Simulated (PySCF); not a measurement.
SnBr (charge −1, triplet)

```yaml
atoms:
  - { symbol: Sn, position_ang: [0.0000, 0.0000, -1.0785] }
  - { symbol: Br, position_ang: [0.0000, 0.0000, 1.6385] }
```

Core potentials replace the inner electrons of Sn.

All numbers below come from PBE0/def2-TZVPPD, non-relativistic Hamiltonian with scalar-relativistic core potentials where named, at a bond length of 2.717 Å in PySCF 2.14.0.

Predict the electron density, electron localisation function and spin density between the atoms.

Sn–Br (2.72 Å): ρ at the midpoint is about 0.34 e/Å³; the ELF peaks at about 0.80 in the valence shell of Br, 1.1 Å from its nucleus, and drops to about 0.15 between the two atoms.
The unpaired spin (2 electrons) lies mostly on Sn1 (about 1.9) and Br2 (about 0.1), in electrons by Hirshfeld's partition.

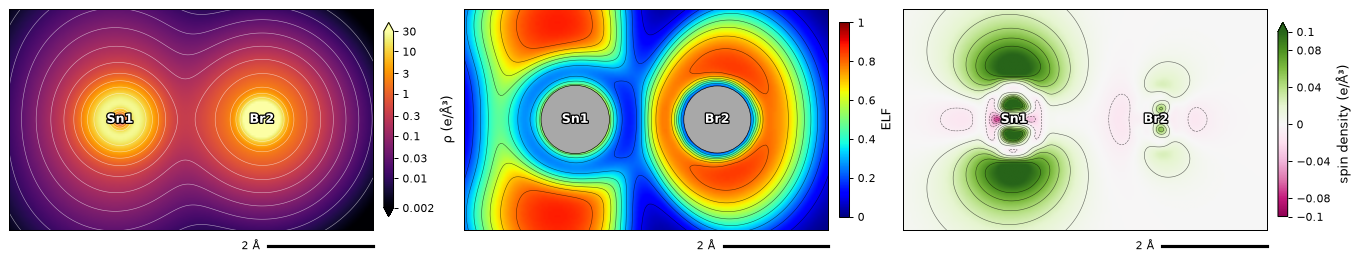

Computed electron density, electron localisation function and spin density on a plane that holds the molecular axis, in this order. Grey discs cover the atomic cores in the ELF map. 
